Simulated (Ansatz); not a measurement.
**CCSDT(Q)/STO-3G run of H2S2 (SMILES SS)**

Aim: the electronic atomisation energy of H2S2 at CCSDT(Q)/STO-3G, from 3 runs. 

The calculation is run with Ansatz 0.2.0.

44 further runs of the same task are left out: 10 that didn't finish, 34 set aside as unsound or not needed.

## 1. The molecule

The species is H2S2 (4 atoms), meant as a singlet with charge 0. As SMILES, `SS`. The coordinates come from a PBE0-D4/def2-TZVP relaxation.

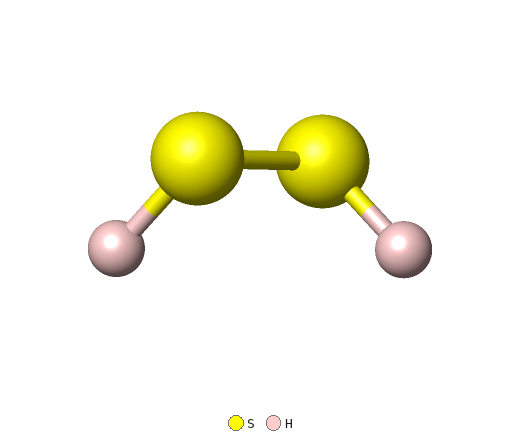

The structure, seen from a chosen angle (sulfur yellow, hydrogen pink).

## 2. A single-point energy at CCSDT(Q)/STO-3G

Input file input.yaml:

```yaml
crystal:
  periodic: [false, false, false]
  atoms:
    - symbol: S
      position_ang: [0.784480, -0.789210, 0.166690]
    - symbol: S
      position_ang: [0.060220, 1.121560, 0.067360]
    - symbol: H
      position_ang: [-0.225420, -1.352590, 0.856880]
    - symbol: H
      position_ang: [-0.619290, 1.020250, -1.090950]
basis:
  gaussian:
    orbitals: STO-3G
correlation:
  method: ccsdt_q
  frozen_orbitals: {H: 0, S: 5}
accuracy: high
scf:
  omitted_lower_state_checks: [cluster_reference, increment]
```

Started as:

```sh
$ ansatz run input.yaml --threads 1 --pin off --max-ram 3480MiB --events-out events.jsonl --progress --plain --runs-dir runs
```

Standard output:

```text
Warning: RAYON_NUM_THREADS=1 ignored (pool sized by the plan → 1); use --threads N
Functional definition: HF
  name "HF"
  exchange = exact_x
  correlation = 0
these checks for a lower state are left out or cut short: cluster_reference, increment
344 factors; integrals over basis functions are off by at most 1.3e-8 eV
mean field evaluation 1: about -21428.2268 eV, gradient 9.4e0 eV
mean field evaluation 2: about -21428.2730 eV, gradient 9.5e0 eV
mean field evaluation 4: about -21428.7074 eV, gradient 2.0e-1 eV
mean field evaluation 8: about -21428.7073 eV, gradient 1.3e-5 eV
mean field -21428.70726893 eV, -787.4904672339 hartree, gradient 3.2e-8 eV, S^2 0.000000; 0 other end points of the search recorded, 0 dependent functions left out
10 core orbitals not correlated: weight in the atoms' cores, before any rotation towards them, 1.000 or more for the frozen orbitals, at most 0.000 for the correlated occupied ones
reference -21428.70726893 eV, -787.4904672339 hartree; 7, 7 occupied and 3, 3 virtual orbitals, 344 factors
second order -1.29860871 eV of doubles, -0.00000000 eV of singles
cycle   1  -1.67002084 eV  change   -3.7e-1 eV  update   5.4e-2
cycle   2  -1.87945636 eV  change   -2.1e-1 eV  update   2.2e-2
cycle   3  -1.88649279 eV  change   -7.0e-3 eV  update   4.1e-3
cycle   4  -1.88760385 eV  change   -1.1e-3 eV  update   1.7e-3
cycle   5  -1.88746382 eV  change    1.4e-4 eV  update   4.5e-4
cycle   6  -1.88738255 eV  change    8.1e-5 eV  update   1.2e-4
cycle   7  -1.88738532 eV  change   -2.8e-6 eV  update   3.9e-5
cycle   8  -1.88740022 eV  change   -1.5e-5 eV  update   1.3e-5
cycle   9  -1.88740436 eV  change   -4.1e-6 eV  update   5.0e-6
cycle  10  -1.88740194 eV  change    2.4e-6 eV  update   1.3e-6
cycle  11  -1.88740169 eV  change    2.6e-7 eV  update   4.7e-7
cycle  12  -1.88740166 eV  change    2.5e-8 eV  update   1.9e-7
cycle  13  -1.88740190 eV  change   -2.4e-7 eV  update   7.4e-8
cycle  14  -1.88740187 eV  change    3.6e-8 eV  update   2.5e-8
cycle  15  -1.88740186 eV  change    1.4e-9 eV  update   1.6e-8
cycle  16  -1.88740129 eV  change    5.7e-7 eV  update   1.2e-7
cycle  17  -1.88740104 eV  change    2.6e-7 eV  update   5.2e-8
cycle  18  -1.88740101 eV  change    3.1e-8 eV  update   1.3e-8
cycle  19  -1.88740101 eV  change  -4.7e-10 eV  update   5.1e-9
cycle  20  -1.88740101 eV  change  -8.7e-10 eV  update   2.0e-9
cycle  21  -1.88740101 eV  change  -3.1e-10 eV  update  6.7e-10
perturbative correction -0.00049386 eV, -0.0000181491 hartree
Total energy: -21430.59516380 eV, -787.5598460906 hartree
Checks for a lower state left out: cluster_reference, increment
```

Run time: 0.16 s. Hardware: 1 thread of Intel Xeon 6975P-C (Granite Rapids), shared host.

## 3. The H atom: a single-point energy at UHF/STO-3G

Input file in.yaml:

```yaml
crystal:
  periodic: [false, false, false]
  atoms:
    - {symbol: H, position_ang: [0.000000, 0.000000, 0.000000]}
basis:
  gaussian:
    orbitals: STO-3G
hamiltonian:
  xc: hf
magnetization:
  spin_polarized: true
  initial_magnetization: 1
accuracy: high
```

Run the same way, it converges to -0.46658 Eh (log not shown).

## 4. The S atom at the same level

Input file in.yaml:

```yaml
basis:
  gaussian:
    orbitals: STO-3G
crystal:
  periodic: [false, false, false]
  atoms:
    - {symbol: S, position_ang: [0.000000, 0.000000, 0.000000]}
scf:
  omitted_lower_state_checks: [cluster_reference, increment]
magnetization:
  spin_polarized: true
  initial_magnetization: 2
correlation:
  method: ccsdt_q
  frozen_orbitals: {S: 5}
accuracy: high
```

Run the same way, it converges to -393.13022 Eh (log not shown).

## 5. Results

At CCSDT(Q)/STO-3G, 10 core orbitals frozen:

| quantity | value |
| --- | --- |
| molecule: total energy | -787.55985 Eh |
| molecule: correlation energy (10 core orbitals frozen) | -69.4 mEh |
| molecule: T1 diagnostic | 0.006 |
| H atom: total energy | -0.46658 Eh |
| H atom: ⟨S²⟩ | 0.750 |
| S atom: total energy | -393.13022 Eh |
| S atom: correlation energy (5 core orbitals frozen) | 0.0 mEh |
| S atom: ⟨S²⟩ of the reference determinant | 2.000 |
| S atom: T1 diagnostic | 0.000 |
| electronic atomisation energy | 9.966 eV |

**Reading.** Taking the molecule apart into free atoms costs 9.97 eV (962 kJ/mol), before zero-point energy and without spin-orbit coupling. In a minimal basis such a difference can be off by several eV, whatever the method.
